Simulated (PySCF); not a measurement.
SMILES CC(C)c1cccc(O)c1 (C9H12O) at its GFN2-xTB optimised geometry (Å):

```
22

C     -1.4409    -2.2865     1.2457
C     -1.7638    -1.4598    -0.0004
C     -1.4762    -2.2598    -1.2726
C     -0.9926    -0.1626     0.0000
C     -1.6621     1.0556    -0.0016
C     -0.9588     2.2461    -0.0014
C      0.4240     2.2426    -0.0001
C      1.1037     1.0313     0.0000
O      2.4653     0.9657     0.0001
C      0.3936    -0.1626     0.0000
H     -2.0510    -3.1870     1.2682
H     -1.6417    -1.7090     2.1455
H     -0.3947    -2.5806     1.2534
H     -2.8329    -1.2200     0.0172
H     -2.0763    -3.1671    -1.2906
H     -1.7153    -1.6684    -2.1538
H     -0.4273    -2.5400    -1.3223
H     -2.7423     1.0725    -0.0028
H     -1.4892     3.1870    -0.0021
H      0.9759     3.1736     0.0008
H      2.8329     1.8575     0.0015
H      0.9557    -1.0828     0.0001
```

Computed with B3LYP/def2-SVP in PySCF. Cells within 0.4 Å of a nucleus heavier than hydrogen are left out (blank, or x).

Map of the log10 of the electron density (e/bohr³), floored at −4 on the plane z = 0.0 Å:

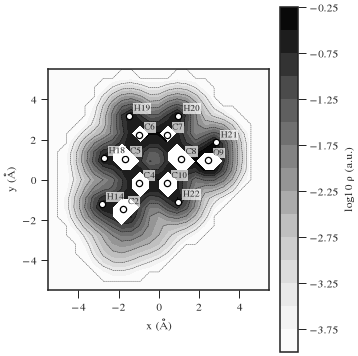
Fig. 1. Log10 of the electron density (e/bohr³), floored at −4 on the plane z = 0.0 Å.
